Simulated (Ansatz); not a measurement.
TiNH4OCl3: several calculations on one system

## 1. Relaxation

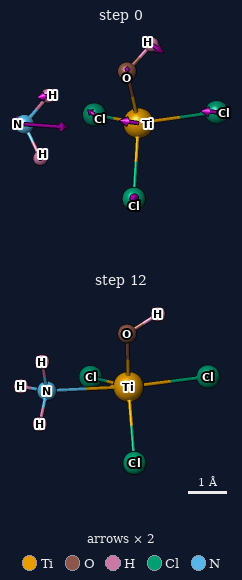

The structure of TiNH$_{4}$OCl$_{3}$ before (top) and after (bottom) a relaxation, at one scale. The purple arrows give the displacements, magnified 2 times.

A ball-and-stick model, seen at a tilt.

The run prepares an end point of a later path (reaction) calculation, from a guessed geometry.

The calculation used RKS PBE-D4/def2-SVP (Ansatz). (no spin polarisation; force threshold 0.03 eV/Å; at most 50 steps)

Q: What changed between the two?

A: The largest move after the best rigid fit is that of the N atom, 0.66 Å. Largest moves by element: N 0.66 Å, Ti 0.29 Å, Cl 0.24 Å, H 0.22 Å, O 0.08 Å. Near-neighbour distances that change, for instance: N–Ti 3.253 → 2.313 Å, H–Ti 3.109 → 2.860 Å, H–Ti 2.925 → 2.795 Å, O–Ti 1.865 → 1.803 Å. New bonds form, among them: N–Ti (3.25 → 2.31 Å). Among the angles between lasting bonds that change: O–Ti–Cl 103.5° → 95.8°, Cl–Ti–Cl 106.3° → 99.2°, Cl–Ti–Cl 113.5° → 120.3°. The energy falls by 71.7 kJ/mol in 12 geometry steps. Largest force component: 1.7 eV/Å at the start, 0.011 eV/Å at the end. The run took 29 s on 4 threads of Arm Neoverse V2 (shared host), peak memory 0.23 GiB.

Limits of the set-up: the start holds two separate molecules, 2.2 Å apart at their closest, whose relative position is a soft coordinate.

## 2. Relaxation

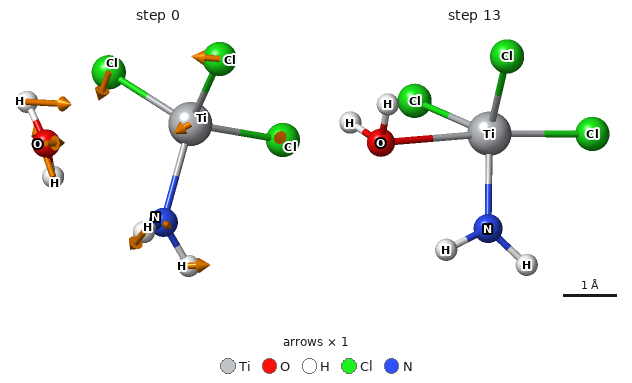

The structure of TiNH$_{4}$OCl$_{3}$ before (left) and after (right) a relaxation, at one scale. The orange arrows give the displacements, at their true length.

The picture is a ball-and-stick view, seen at a tilt.

The run prepares an end point of a later path (reaction) calculation, from a guessed geometry.

Theory: RKS PBE-D4/def2-SVP (Ansatz). Set-up: no spin polarisation; force threshold 0.03 eV/Å; at most 50 steps.

> Summarise the run.

An H atom moves most after the best rigid fit: 1.17 Å. Largest moves by element: H 1.17 Å, Cl 0.67 Å, O 0.46 Å, Ti 0.37 Å, N 0.20 Å. Among the contacts that change: O–Ti 3.109 → 2.338 Å, H–Ti 3.268 → 2.666 Å, H–Ti 2.861 → 2.667 Å, N–Ti 1.992 → 1.850 Å. New bonds form, among them: O–Ti (3.11 → 2.34 Å). Among the angles between lasting bonds that change: Cl–Ti–Cl 109.3° → 102.5°, Cl–Ti–N 103.0° → 97.1°, Cl–Ti–Cl 112.1° → 117.6°. The energy falls by 13.4 kcal/mol in 13 geometry steps. Largest force component: 1.6 eV/Å at the start, 0.014 eV/Å at the end. Cost: 30 s on 4 threads of Arm Neoverse V2, with other jobs on the host, peak memory 0.22 GiB.

## 3. Path

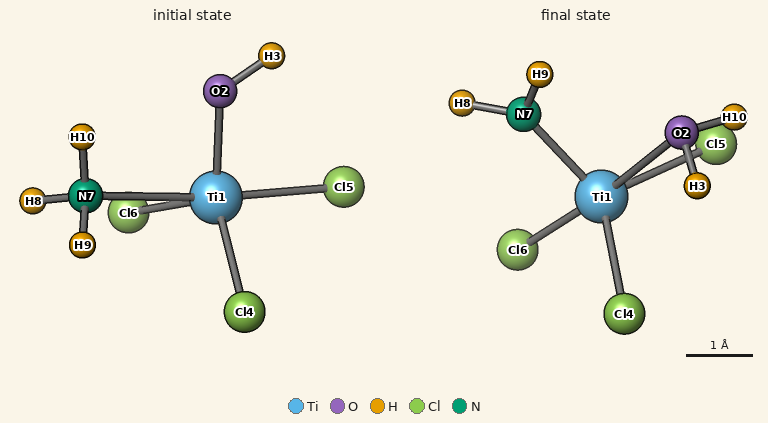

The two relaxed end points of a path for TiNH4OCl3. A ball-and-stick model, seen at a tilt.

Computed with RKS PBE-D4/def2-SVP (Ansatz 0.2.0).

Run with 5 movable images; climbing image; force threshold 0.05 eV/Å; iteration limit 60.

Start:
```xyz
10

Ti    0.0287   -0.1850    0.1730
O    -0.2959   -0.0058    1.9379
H    -0.8676    0.7394    2.2072
Cl    2.0370    0.4788   -0.5599
Cl   -1.1838    1.5763   -0.4596
Cl   -1.0901   -1.7973   -0.9042
N     1.2300   -1.9660    1.0307
H     0.8790   -2.8669    0.6812
H     2.2312   -1.8944    0.8083
H     1.1178   -1.9436    2.0530
```

End:
```xyz
10

Ti    0.1613   -0.6776   -0.0612
O     0.5867   -0.0412    2.1480
H     1.1300    0.7568    1.9670
Cl    1.6360    1.0016   -0.3977
Cl   -1.9240   -0.1214    0.6077
Cl   -0.1771   -1.4298   -2.0969
N     0.8516   -2.2406    0.6491
H     0.9818   -3.1235    0.1457
H     1.1457   -2.2889    1.6305
H    -0.3058    0.3002    2.3754
```

**What barrier does the band find between them, and by what path?**

The energy climbs by 29.0 kcal/mol to image 3 and then falls by 11.1 kcal/mol, so the end point sits at +17.8 kcal/mol. A hydrogen atom shifts from one atom to another. Breaking: N7–H10 (1.03 → 1.43 at the top → 3.28 Å). Forming: O2–H10 (2.40 → 1.12 at the top → 0.98 Å). The band converged in 31 iterations. The largest component of the band force went from 360 to 0.026 eV/Å. The climbing image converged on the top of the path. Its vibrational analysis gives one imaginary mode (613i cm⁻¹), as a transition state must have.

Energies of the converged images:

```csv
image,path (Å),E (kcal/mol)
0,0.00,0.0
1,0.93,1.8
2,1.85,8.0
3,2.78,29.0
4,3.96,23.2
5,5.14,20.7
6,6.32,17.8
```

The geometry at the top of the path:

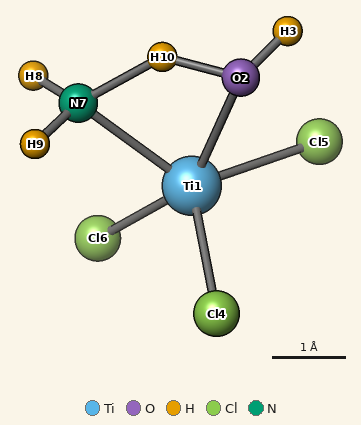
